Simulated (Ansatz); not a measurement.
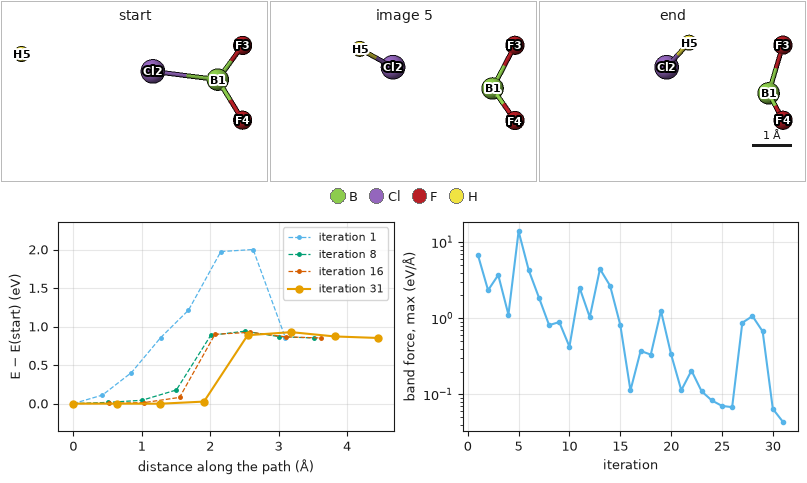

NEB run on BHClF2 (multiplicity 2), made up of BClF₂ and H. Images are numbered from 0 (start) to 7 (end). The plot follows the band through its iterations. The picture is a ball-and-stick view, seen at a tilt.

All numbers below come from UKS PBE/def2-SVP in Ansatz.

Input file:
```yaml
crystal:
  periodic: [false, false, false]
  atoms:
    - { symbol: B, position_ang: [0.0, 0.000593, -0.231495] }
    - { symbol: Cl, position_ang: [0.0, 0.00979, 1.522311] }
    - { symbol: F, position_ang: [1.14058, -0.002939, -0.902121] }
    - { symbol: F, position_ang: [-1.14058, -0.002939, -0.902121] }
    - { symbol: H, position_ang: [0.0, -0.004505, 5.083426] }
magnetization:
  spin_polarized: true
  initial_magnetization: 1
basis:
  gaussian: { orbitals: def2-SVP }
hamiltonian:
  xc: pbe
neb:
  order_check: false
  images: 6
  f_tol: 0.05
  max_iterations: 60
  climbing: false
  final_atoms:
    - { symbol: B, position_ang: [0.00491081, 0.27520292, -0.32219667] }
    - { symbol: Cl, position_ang: [-0.03445756, 0.88546173, 2.60038465] }
    - { symbol: F, position_ang: [1.15024635, -0.38696185, -0.26153053] }
    - { symbol: F, position_ang: [-1.14182235, -0.38656351, -0.30202264] }
    - { symbol: H, position_ang: [0.02112275, -0.38713929, 2.85536519] }
  initial_path:
    images:
      - { positions_ang: [[0.0, 0.000593, -0.231495], [0.0, 0.00979, 1.522311], [1.14058, -0.002939, -0.902121], [-1.14058, -0.002939, -0.902121], [0.0, -0.004505, 5.083426]] }
      - { positions_ang: [[0.0, 0.00032273, -0.16535355], [0.0, 0.00712481, 1.69022212], [1.1413, -0.00227295, -0.83294354], [-1.1413, -0.00227295, -0.83294354], [0.0, -0.00290165, 4.71101851]] }
      - { positions_ang: [[0.0, 5.246e-05, -0.0992121], [0.0, 0.00445963, 1.85813323], [1.14202, -0.0016069, -0.76376608], [-1.14202, -0.0016069, -0.76376608], [0.0, -0.00129829, 4.33861102]] }
      - { positions_ang: [[0.0, -0.00021782, -0.03307066], [0.0, 0.00179444, 2.02604435], [1.14274, -0.00094085, -0.69458861], [-1.14274, -0.00094085, -0.69458861], [0.0, 0.00030506, 3.96620353]] }
      - { positions_ang: [[0.00070154, 0.03901217, -0.04602804], [-0.00492251, 0.1268904, 2.18005487], [1.14412091, -0.05580125, -0.60307569], [-1.14291748, -0.05574435, -0.60886028], [0.00301754, -0.05435698, 3.64790913]] }
      - { positions_ang: [[0.00210463, 0.11774242, -0.13808425], [-0.01476752, 0.37974751, 2.3201648], [1.14616272, -0.16618812, -0.4892273], [-1.14255243, -0.1660174, -0.50658107], [0.00905261, -0.16528442, 3.38372782]] }
      - { positions_ang: [[0.00350772, 0.19647267, -0.23014046], [-0.02461254, 0.63260462, 2.46027472], [1.14820454, -0.27657499, -0.37537891], [-1.14218739, -0.27629045, -0.40430186], [0.01508768, -0.27621185, 3.1195465]] }
      - { positions_ang: [[0.00491081, 0.27520292, -0.32219667], [-0.03445756, 0.88546173, 2.60038465], [1.15024635, -0.38696185, -0.26153053], [-1.14182235, -0.38656351, -0.30202264], [0.02112275, -0.38713929, 2.85536519]] }
```

Run as
```bash
ansatz run input.yaml --threads 1 --pin off --max-ram 2048MiB --backend cpu --events-out ev --progress --plain --runs-dir out
```

How did the profile develop, and is the result final?

Answer. The run is converged, with reservations. The band converged in 31 iterations. The largest component of the band force went from 6.8 to 0.044 eV/Å. No image climbed, so the highest image needn't lie on the saddle point, and the true maximum along this path can be higher. The first iteration put the highest image at 2.00 eV. Forward barrier 0.93 eV, backward barrier 0.08 eV, with image 5 at the top; the reaction energy is +0.85 eV.

Limits of the set-up: the start holds two separate molecules, 3.6 Å apart at their closest, whose relative position is a soft coordinate and is computed without a dispersion correction.

Cost: 6.8 min on 1 thread of Arm Neoverse V1, with other jobs on the host, peak memory 0.12 GiB.
